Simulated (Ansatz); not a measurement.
# What PbS2 (model cell, started as rutile) distorts into, part 2 of 2

Aim: this structure of PbS2 (model cell, started as rutile) is to be tested for unstable modes, and one is followed downhill.

Ansatz 0.2.0; DFT PBEsol, scalar-relativistic, plane waves, PAW.

So far, highest frequency on the path or at a solved wavevector (cm⁻¹): step 2 (the dispersion) 298. Also lowest frequency on the path (cm⁻¹): step 2 -92.0.

The structure was built from a prototype and need not be the compound's stable phase.

## 3. The mode frozen in, largest atomic shift 0 Å

The mode followed lies at q = (-0.5, -0.5, 0) with frequency 91.2i cm⁻¹ and is 2-fold degenerate, the softest among the wavevectors solved. At small amplitude the distorted cell has space group no. 51 by a symmetry search on the positions. The undistorted cell that holds it gives the zero of energy on the same k mesh.

System of this step: PbS2 (model cell, started as rutile). Symmetry: P4_2/mnm, No. 136, tetragonal system. Conventional cell: a = 6.281 Å, b = 6.281 Å, c = 3.977 Å, α = 90.00°, β = 90.00°, γ = 90.00°. Pb has 6 S at 2.64 to 2.71 Å nearest. S has 3 Pb at 2.64 to 2.71 Å nearest. Farther neighbours and most contacts between anions are not listed.

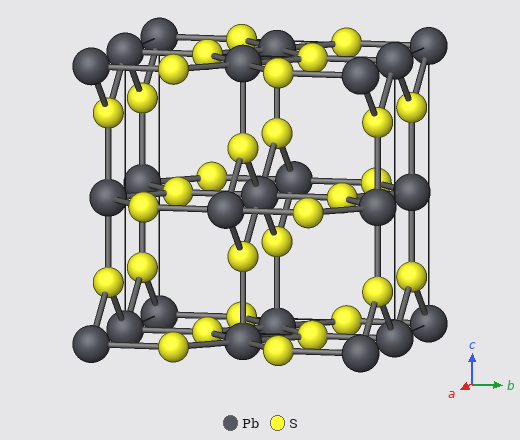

The cell of this step (lead dark grey, sulfur yellow). 2×1×1 cells are drawn. Some periodic images of atoms are drawn too.

File input.yaml:

```yaml
crystal:
  lattice:
    - [0.0, 0.0, -3.9771181291]
    - [-6.2811235934, -6.2811235934, 0.0]
    - [-6.2811235934, 6.2811235934, 0.0]
  atoms:
    - { symbol: Pb, position: [0.0, 0.5, 0.5] }
    - { symbol: Pb, position: [0.0, 0.0, 0.0] }
    - { symbol: Pb, position: [0.5, 0.0, 0.5] }
    - { symbol: Pb, position: [0.5, 0.5, 0.0] }
    - { symbol: S, position: [0.0, 0.1948885768, 0.5] }
    - { symbol: S, position: [0.0, 0.6948885768, 0.0] }
    - { symbol: S, position: [0.0, 0.8051114232, 0.5] }
    - { symbol: S, position: [0.0, 0.3051114232, 0.0] }
    - { symbol: S, position: [0.5, 0.0, 0.1948885768] }
    - { symbol: S, position: [0.5, 0.5, 0.6948885768] }
    - { symbol: S, position: [0.5, 0.0, 0.8051114232] }
    - { symbol: S, position: [0.5, 0.5, 0.3051114232] }
kpoints:
  mp_grid: { grid: [8, 4, 4] }
hamiltonian:
  xc: pbesol
scf:
  occupations: { method: gaussian, width: 0.01 }
output:
  forces: true
  stress: true
  eigenvalues: true
```

On the command line:

```
$ ansatz run input.yaml --threads 8 --pin off --max-ram 14336MiB --backend cpu --events-out ev --progress --plain --runs-dir out
```

Numbers of over 12 decimals in the logs are rounded to 6 here.

What it wrote:

```text
[...]
Crystal: 12 atoms, lattice volume = 313.815 Å³
Basis set: ecut = 420 eV, 6117 PW (Γ), exchange–correlation on 54×120×120 points (8 copies of the dense FFT grid, shifted against one another)
Bands: 64, of which v1, the nominal top of the filled ones, is band 52 counted from 1 (51 counted from 0)
Symmetry: 32 space group operations
[...]
k-points: 30 of 128
[...]
k-point 0: bands = [... 48 lower, 4.8778, 4.8778, 5.2553, 5.2553, 5.9072, 6.1196, 6.1196, 6.8578, ... 4 higher]
  k-point 1: bands = [... 48 lower, 4.9512, 5.0550, 5.2132, 5.3382, 5.7439, 5.9319, 6.2347, 6.7851, ... 4 higher]
  k-point 2: bands = [... 48 lower, 5.0972, 5.0972, 5.3955, 5.3955, 5.5438, 5.5438, 6.5280, 6.5280, ... 4 higher]
  k-point 29: bands = [... 48 lower, 5.1459, 5.1459, 5.1459, 5.1459, 6.9153, 6.9153, 6.9153, 6.9153, ... 4 higher]
[key lines of the parts left out:]
SCF converged after 6 iterations
Free energy (F): -54097.157548 eV
Fermi energy:    5.536176 eV
P = ⅓ Tr σ = -0.0406 GPa (-0.406 kbar)
```

Run time: 8.8 s. Hardware: 8 threads of Arm Neoverse N1, shared host; peak memory 1.4 GiB.

Numbers from this step:

- pressure: -0.04065 GPa
- gap on the k-mesh: 0.01810 eV
- energy from the undistorted cell: 0 meV/atom

The run ends at a pressure of -0.04 GPa, with forces up to 0.011 eV/Å.

## 4. The mode frozen in, largest atomic shift 0.45 Å

The atoms are moved along the unstable eigenvector, the largest shift by 0.45 Å, with the cell fixed.

File input.yaml:

```yaml
crystal:
  lattice:
    - [0.0, 0.0, -3.9771181291]
    - [-6.2811235934, -6.2811235934, 0.0]
    - [-6.2811235934, 6.2811235934, 0.0]
  atoms:
    - { symbol: Pb, position: [0.0, 0.4918557854, 0.5] }
    - { symbol: Pb, position: [0.0, 0.0081442146, 0.0] }
    - { symbol: Pb, position: [0.5, 0.0029805103, 0.5] }
    - { symbol: Pb, position: [0.5, 0.4970194897, 0.0] }
    - { symbol: S, position: [0.0, 0.1990840241, 0.5] }
    - { symbol: S, position: [0.0, 0.6906931295, 0.0] }
    - { symbol: S, position: [0.0, 0.8093068705, 0.5] }
    - { symbol: S, position: [0.0, 0.3009159759, 0.0] }
    - { symbol: S, position: [0.5, -0.0506594158, 0.1948885768] }
    - { symbol: S, position: [0.5, 0.5506594158, 0.6948885768] }
    - { symbol: S, position: [0.5, -0.0506594158, 0.8051114232] }
    - { symbol: S, position: [0.5, 0.5506594158, 0.3051114232] }
kpoints:
  mp_grid: { grid: [8, 4, 4] }
hamiltonian:
  xc: pbesol
scf:
  occupations: { method: gaussian, width: 0.01 }
output:
  forces: true
  stress: true
  eigenvalues: true
```

What it wrote:

```text
[...]
Crystal: 12 atoms, lattice volume = 313.815 Å³
Basis set: ecut = 420 eV, 6117 PW (Γ), exchange–correlation on 54×120×120 points (8 copies of the dense FFT grid, shifted against one another)
Bands: 64, of which v1, the nominal top of the filled ones, is band 52 counted from 1 (51 counted from 0)
Symmetry: 8 space group operations
[...]
k-points: 45 of 128
[...]
k-point 0: bands = [... 48 lower, 4.8433, 4.9630, 5.0749, 5.5446, 5.6802, 5.8856, 6.4416, 6.7780, ... 8 higher]
  k-point 1: bands = [... 48 lower, 4.9721, 4.9941, 5.0604, 5.3989, 5.7305, 6.1084, 6.5222, 6.7851, ... 8 higher]
  k-point 2: bands = [... 48 lower, 5.0827, 5.0827, 5.1537, 5.1537, 6.0910, 6.0910, 6.6896, 6.6896, ... 8 higher]
  k-point 44: bands = [... 48 lower, 5.2170, 5.2170, 5.2366, 5.2366, 6.7673, 6.7673, 6.8123, 6.8123, ... 8 higher]
[key lines of the parts left out:]
SCF converged after 10 iterations
Free energy (F): -54097.334442 eV
Fermi energy:    5.696688 eV
P = ⅓ Tr σ = -0.4836 GPa (-4.836 kbar)
```

Elapsed: 16 s, on 8 threads; peak memory 1.6 GiB.

This step gave:

| Item | Value |
| --- | --- |
| pressure | -0.4836 GPa |
| gap on the k-mesh | 0 eV |
| energy from the undistorted cell | -14.74 meV/atom |

The energy, extrapolated to zero smearing, is -14.74 meV/atom against the undistorted cell.

The run ends at a pressure of -0.48 GPa, with forces up to 0.10 eV/Å.

## 5. Energy along the mode, all amplitudes (two of the runs are shown above)

An imaginary frequency means negative curvature, so the energy should fall and then rise again as anharmonic terms take over.

Numbers from this step:

```
depth at the lowest point sampled  : 14.74 meV/atom
largest atomic shift at that point : 0.45 Å
```

The energy from the parent by largest atomic shift:

```
largest atomic shift (Å)  energy from the parent (meV/atom)
                   0.000                                  0
                   0.040                              -0.41
                   0.080                              -1.43
                   0.140                              -3.73
                   0.220                              -7.57
                   0.320                              -12.4
                   0.450                              -14.7
                   0.600                              -3.24
```

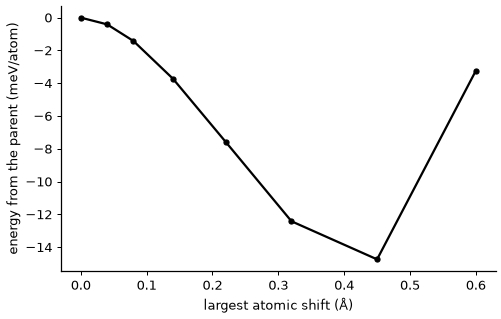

Energy from the parent against largest atomic shift.

Displacement at unit largest shift by atom:

```
atom   x (Å)   y (Å)  z (Å)   size
 Pb1   0.114   0.114  0.000  0.161
 Pb2  -0.114  -0.114  0.000  0.161
 Pb3  -0.042  -0.042  0.000  0.059
 Pb4   0.042   0.042  0.000  0.059
  S5  -0.059  -0.059  0.000  0.083
  S6   0.059   0.059  0.000  0.083
  S7  -0.059  -0.059  0.000  0.083
  S8   0.059   0.059  0.000  0.083
  S9   0.707   0.707  0.000  1.000
 S10  -0.707  -0.707  0.000  1.000
 S11   0.707   0.707  0.000  1.000
 S12  -0.707  -0.707  0.000  1.000
```

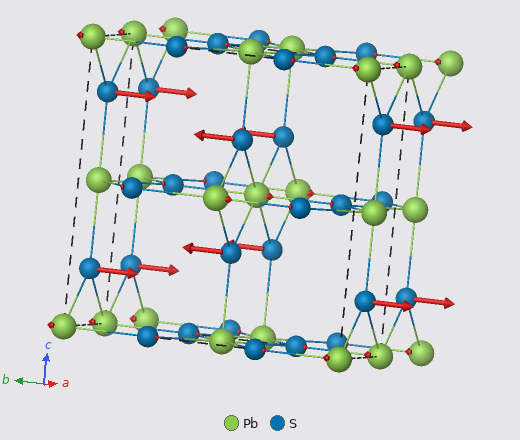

Displacement at unit largest shift as arrows, the longest 1.000 Å. 2×1×1 cells are drawn. Some periodic images of atoms are drawn too.

The lowest of the steps tried is at 0.45 Å, 14.7 meV/atom below the parent; the bottom of the well need not coincide with a step.

## 6. Relaxing from the distorted cell

Starting from the lowest point found, all atoms and the cell are let go, so that strain and other modes of the same symmetry can join in.

input.yaml: that of step 4 with these lines changed.

```diff
@@ -28 +28,6 @@
   eigenvalues: true
+relax:
+  adjacent_minimum: "off"
+  f_tol: 0.002
+  max_steps: 120
+  cell: { stress_tol: 0.03 }
```

What it wrote:

```text
[...]
Crystal: 12 atoms, lattice volume = 313.815 Å³
Basis set: ecut = 420 eV, 6117 PW (Γ), exchange–correlation on 54×120×120 points (8 copies of the dense FFT grid, shifted against one another)
Bands: 64, of which v1, the nominal top of the filled ones, is band 52 counted from 1 (51 counted from 0)
Symmetry: 8 space group operations
[...]
k-points: 45 of 128
[...]
SCF iter   1: F=—  HF=-54097.356444 eV  |F-HF|=—  |Δ(HF+E_count)|=         —  Δρ=4.48e-3  dr2=8.96e-2  ethr=1.77e-3  ⟨swp⟩=8.3  Hψ=13140  notcnv=0  defer=9
[...]
SCF iter  10: F=-54097.334442 eV  HF=-54097.334442 eV  |F-HF|=1.29e-8  |Δ(HF+E_count)|=   9.43e-8  Δρ=2.60e-6  dr2=3.47e-8  ethr=9.62e-11  ⟨swp⟩=11.9  Hψ=15048  notcnv=0
SCF 1 converged in 10 iterations: F = -54097.334442 eV  dr2 = 3.47e-8
[...]
relax step   1: F+E_penalty+E_count = -54097.33444165 eV  Δ(F+E_penalty+E_count) = +0.000e0 eV  max|allowed force component| = 9.306e-2 eV/Å  Δτ_max = 0.0000 Å  P = -0.484 GPa  Ω = 313.815 Å³  (10 SCF iters, dr2 threshold 1.00e-7 eV, accepted)
Crystal: 12 atoms, lattice volume = 308.712 Å³
Basis set: ecut = 420 eV, 6027 PW (Γ), exchange–correlation on 54×120×120 points (8 copies of the dense FFT grid, shifted against one another)
[...]
SCF iter   6: F=-54097.399556 eV  HF=-54097.399556 eV  |F-HF|=1.55e-8  |Δ(HF+E_count)|=   7.24e-7  Δρ=6.17e-6  dr2=1.22e-7  ethr=1.15e-9  ⟨swp⟩=10.3  Hψ=14071  notcnv=0
the search or the solves at the SCF's close seem to have found levels that the self-consistency loop had missed (the run counts 1). By its estimate they hold under 1e-12 electrons; where the run keeps them, the occupations were computed again with them
SCF 2 converged in 6 iterations: F = -54097.399556 eV  dr2 = 1.22e-7
[...]
relax step   2: F+E_penalty+E_count = -54097.39955600 eV  Δ(F+E_penalty+E_count) = -6.511e-2 eV  max|allowed force component| = 2.594e-1 eV/Å  Δτ_max = 0.0355 Å  P = +0.437 GPa  Ω = 308.712 Å³  energy of the carried Pulay correction = +3.147e-4 eV  (6 SCF iters, dr2 threshold 1.20e-6 eV, accepted)
Crystal: 12 atoms, lattice volume = 309.764 Å³
Basis set: ecut = 420 eV, 6055 PW (Γ), exchange–correlation on 54×120×120 points (8 copies of the dense FFT grid, shifted against one another)
[...]
SCF iter   5: F=-54097.429346 eV  HF=-54097.429346 eV  |F-HF|=1.24e-7  |Δ(HF+E_count)|=   6.79e-7  Δρ=7.77e-6  dr2=2.48e-7  ethr=1.15e-9  ⟨swp⟩=9.0  Hψ=14821  notcnv=0
SCF 3 converged in 5 iterations: F = -54097.429346 eV  dr2 = 2.48e-7
relax step   3: F+E_penalty+E_count = -54097.42934601 eV  Δ(F+E_penalty+E_count) = -2.979e-2 eV  max|allowed force component| = 8.092e-2 eV/Å  Δτ_max = 0.0371 Å  P = +0.113 GPa  Ω = 309.764 Å³  energy of the carried Pulay correction = +2.493e-4 eV  (5 SCF iters, dr2 threshold 1.20e-6 eV, accepted)
[...]
relax step   4: F+E_penalty+E_count = -54097.43299644 eV  Δ(F+E_penalty+E_count) = -3.650e-3 eV  max|allowed force component| = 3.279e-2 eV/Å  Δτ_max = 0.0149 Å  P = -0.028 GPa  Ω = 310.775 Å³  energy of the carried Pulay correction = +1.868e-4 eV  (6 SCF iters, dr2 threshold 4.09e-7 eV, accepted)
[...]
relax step   5: F+E_penalty+E_count = -54097.43546651 eV  Δ(F+E_penalty+E_count) = -2.470e-3 eV  max|allowed force component| = 2.559e-2 eV/Å  Δτ_max = 0.0432 Å  P = -0.022 GPa  Ω = 311.004 Å³  energy of the carried Pulay correction = +1.727e-4 eV  (7 SCF iters, dr2 threshold 6.72e-8 eV, accepted)
[...]
relax step   6: F+E_penalty+E_count = -54097.43614575 eV  Δ(F+E_penalty+E_count) = -6.792e-4 eV  max|allowed force component| = 1.712e-2 eV/Å  Δτ_max = 0.0148 Å  P = +0.037 GPa  Ω = 310.575 Å³  energy of the carried Pulay correction = +1.992e-4 eV  (7 SCF iters, dr2 threshold 4.09e-8 eV, accepted)
[...]
relax step   7: F+E_penalty+E_count = -54097.43638108 eV  Δ(F+E_penalty+E_count) = -2.353e-4 eV  max|allowed force component| = 1.793e-3 eV/Å  Δτ_max = 0.0055 Å  P = +0.004 GPa  Ω = 310.798 Å³  energy of the carried Pulay correction = +1.854e-4 eV  (7 SCF iters, dr2 threshold 1.83e-8 eV, accepted)
Basis set: ecut = 420 eV, 6075 PW (Γ), exchange–correlation on 54×128×120 points (8 copies of the dense FFT grid, shifted against one another)
[...]
SCF iter   6: F=-54097.436244 eV  HF=-54097.436244 eV  |F-HF|=1.46e-11  |Δ(HF+E_count)|=  1.89e-10  Δρ=7.49e-8  dr2=2.61e-11  ethr=1.00e-12  ⟨swp⟩=4.7  Hψ=12506  notcnv=0
SCF 8 converged in 6 iterations: F = -54097.436244 eV  dr2 = 2.61e-11
relax step   8: F+E_penalty+E_count = -54097.43624351 eV  Δ(F+E_penalty+E_count) = +1.376e-4 eV  max|allowed force component| = 1.797e-3 eV/Å  Δτ_max = 0.0000 Å  P = +0.004 GPa  Ω = 310.798 Å³  stress off target by 1.10e-2 GPa  SCF on the basis re-selected at this cell (its energy is not comparable with the rows above)  (6 SCF iters)
basis re-selected at this cell: Δ(F+E_penalty+E_count) = +1.376e-4 eV, ΔP = +0.000 GPa vs the last step (what re-selecting the basis moved, of the pressure what is left beyond the Pulay correction that the steps carried, after the strain that the cell walked since its last selection, with what the two solves' SCF thresholds leave and, on support functions, any second-order correction that the steps lacked; it is no measure of the basis error at this ecutwfc). The dense FFT grid was sized anew with the basis: this SCF ran on 27×64×60 points, the steps before it on 27×60×60, so part of this shift can come from that change (see relax.cell in the input reference). [rest of the remark cut]
SCF converged after 6 iterations
Free energy (F): -54097.436244 eV
[...]
Internal energy: -54097.436242 eV  (E = F + TS)
E sigma→0 (E₀):  -54097.436243 eV
Entropy (-TS):   -0.000002 eV (-0.000 meV/atom)
Fermi energy:    5.874550 eV
[...]
--- Forces (eV/Å), atoms counted from 1 ---
  atom   1  Pb     0.00069588     0.00069588     0.00000000
  atom   2  Pb    -0.00069588    -0.00069588     0.00000000
  atom   3  Pb    -0.00154020    -0.00154020     0.00000000
  atom   4  Pb     0.00154020     0.00154020     0.00000000
  atom   5  S      0.00013999     0.00013999     0.00000000
  atom   6  S     -0.00179717    -0.00179717     0.00000000
  atom   7  S      0.00179717     0.00179717     0.00000000
  atom   8  S     -0.00013999    -0.00013999     0.00000000
  atom   9  S      0.00012639     0.00009271     0.00000000
  atom  10  S     -0.00009271    -0.00012639     0.00000000
  atom  11  S      0.00009271     0.00012639     0.00000000
  atom  12  S     -0.00012639    -0.00009271     0.00000000
  max |Σ_I F_I| component: 2.17e-19 eV/Å
--- Stress (GPa, compression-positive) ---
        0.001007       0.002095       0.000000
        0.002095       0.001007       0.000000
        0.000000       0.000000       0.011000
  P = ⅓ Tr σ = 0.0043 GPa (0.043 kbar)
--- Band table (eV; the first three rows and the last of 45) ---
  k-point 0: bands = [... 48 lower, 5.0217, 5.0393, 5.0645, 5.7649, 5.7722, 5.8952, 6.6338, 6.8400, ... 8 higher]
  k-point 1: bands = [... 48 lower, 5.1312, 5.1380, 5.1879, 5.4147, 6.0011, 6.2385, 6.7398, 6.9155, ... 8 higher]
  k-point 2: bands = [... 48 lower, 5.1106, 5.1106, 5.2430, 5.2430, 6.3581, 6.3581, 6.9289, 6.9289, ... 8 higher]
  k-point 44: bands = [... 48 lower, 5.2578, 5.2578, 5.4784, 5.4784, 6.8288, 6.8288, 6.9932, 6.9932, ... 8 higher]
--- Relaxed structure (7 steps of the walk, 7 accepted, 1 SCFs on fresh bases) ---
  F+E_penalty+E_count = -54097.43624351 eV   max|allowed force component| = 1.797e-3 eV/Å   (the final SCF, on the basis selected at the relaxed cell)
  cell:  # Å, volume = 310.7984 Å³
    - [0, 0, -3.957717]
    - [-6.456877, -6.456877, 0]
    - [-6.081092, 6.081092, 0]
  atoms:
    - { symbol: Pb, position: [0, 0.482489, 0.500000] }
    - { symbol: Pb, position: [0, 0.017511, 0] }
    - { symbol: Pb, position: [0.500000, 0.00126719, 0.5] }
    - { symbol: Pb, position: [0.500000, 0.498733, 0] }
    - { symbol: S, position: [0, 0.197289, 0.5] }
    - { symbol: S, position: [0, 0.686969, 0] }
    - { symbol: S, position: [0, 0.813031, 0.500000] }
    - { symbol: S, position: [0, 0.302711, 0] }
    - { symbol: S, position: [0.500000, -0.055550, 0.193051] }
    - { symbol: S, position: [0.500000, 0.555550, 0.693051] }
    - { symbol: S, position: [0.500000, -0.055550, 0.806949] }
    - { symbol: S, position: [0.500000, 0.555550, 0.306949] }
```

Elapsed: 2.2 min, on 8 threads; peak memory 1.6 GiB; 17 min of CPU time.

The steps of the relaxation:

```
step  energy less that of the first step (eV)  largest force component (eV/Å)  pressure (GPa)  volume (Å³)
   1                                   0.0000                          0.0931           -0.48       313.81
   2                                  -0.0651                          0.2594            0.44       308.71
   3                                  -0.0949                          0.0809            0.11       309.76
   4                                  -0.0986                          0.0328           -0.03       310.78
   5                                  -0.1010                          0.0256           -0.02       311.00
   6                                  -0.1017                          0.0171            0.04       310.57
   7                                  -0.1019                          0.0018            0.00       310.80
  8*                                  -0.1018                          0.0018            0.00       310.80
```

Relaxation steps marked * repeat the geometry before them on a plane-wave basis chosen anew for their cell, so energy and pressure can jump there.

The run keeps the 8 symmetry operations that it works with, so distortions that break them were not tested.

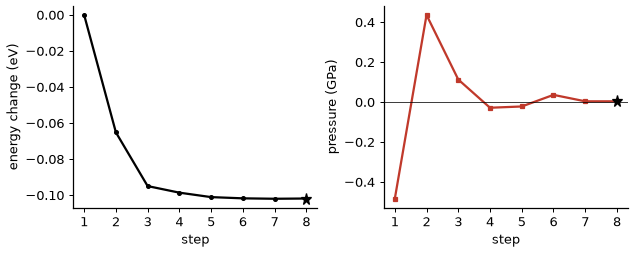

Energy and pressure along the relaxation. Stars mark steps on a basis chosen anew.

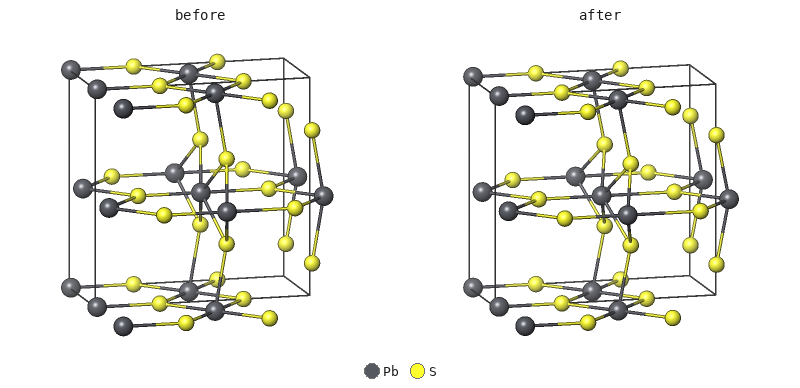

Before and after, at one scale.

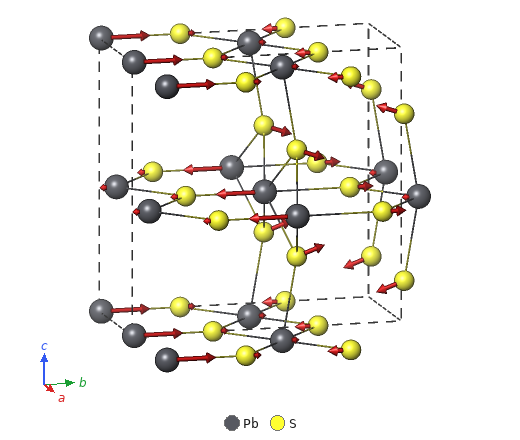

Displacements in the relaxation, exaggerated, measured against the changing cell; the longest in the cell stands for 0.09 Å. 2×1×1 cells are drawn. Some periodic images of atoms are drawn too.

```
     cell as run  before  after  change
           a (Å)   3.977  3.958  -0.5 %
           b (Å)   8.883  9.131  +2.8 %
           c (Å)   8.883  8.600  -3.2 %
volume (Å³/atom)   26.15  25.90  -1.0 %
```

The atoms that moved most (Å, as changes of fractional coordinates times the final cell):

```
atom      dx      dy     dz  length
 Pb1   0.060   0.060  0.000   0.086
 Pb2  -0.060  -0.060  0.000   0.086
  S9   0.043   0.020  0.000   0.047
 S10  -0.020  -0.043  0.000   0.047
 S11   0.020   0.043  0.000   0.047
 S12  -0.043  -0.020  0.000   0.047
  S7  -0.024  -0.024  0.000   0.034
  S6   0.024   0.024  0.000   0.034
```

The relaxed structure:

```xyz
12
Lattice="0.0000 0.0000 -3.9577 -6.4569 -6.4569 0.0000 -6.0811 6.0811 0.0000" Properties=species:S:1:pos:R:3 pbc="T T T"
Pb   -6.1559   -0.0748    0.0000
Pb   -0.1131   -0.1131    0.0000
Pb   -3.0487    3.0324   -1.9789
Pb   -3.2203   -3.2203   -1.9789
S    -4.3144    1.7667    0.0000
S    -4.4357   -4.4357    0.0000
S    -8.2902   -2.2091    0.0000
S    -1.9546   -1.9546    0.0000
S    -0.8153    1.5326   -1.9789
S    -7.8016    0.6274   -1.9789
S    -4.5485    5.2658   -1.9789
S    -5.4537   -1.7205   -1.9789
```

This step gave:

```
pressure        : 0.004338 GPa
volume per atom : 25.90 Å³
```

The distorted start has space group Pmma; the relaxation ends in Pmma.

## 7. What came out

```json
{
  "unstable mode of the parent": "q = (-0.5, -0.5, 0), 91i cm⁻¹",
  "depth at the lowest point sampled": "14.7 meV/atom",
  "largest atomic shift at that point": "0.45 Å",
  "space group reached (within 0.01 Å)": "Pmma",
  "energy gained over the parent (first relaxation, on the mesh of the frozen mode)": "23.2 meV/atom",
  "volume per atom, phase reached": "25.9 Å³"
}
```

In words: Along this mode the structure falls into Pmma, 23.2 meV/atom below the parent. At the parent's cell the well is 14.74 meV/atom deep on the steps tried, with its lowest point at a shift of 0.45 Å. Relaxing atoms and cell changes the gain by +8.49 meV/atom against the lowest step (energies at zero smearing). The modes of the phase reached were not computed on this path. Of the 4 patterns followed to their end from this parent, this one ends 11.8 meV/atom above the lowest, P4_2/m. Each path keeps the symmetry of its pattern, so a lower phase may lie along a pattern not tried. Where the field response was not run the interpolation lacks the dipole term, so the LO-TO splitting is missing from branches, density of states and sums. Spin-orbit coupling is left out, which can matter for the heavy elements here. The starting cell was built on a prototype and not taken from a measurement, so the phase need not exist.

[Logs are printed without paths, hosts, clocks, repeated set-up lines and the standing remarks that a program may print on its own settings, such as how far it seeks lower states.]

[Hosts, paths, dates, database ids (printed as entryN), source tags and the programs' standing remarks are cut or masked in the printed files.]
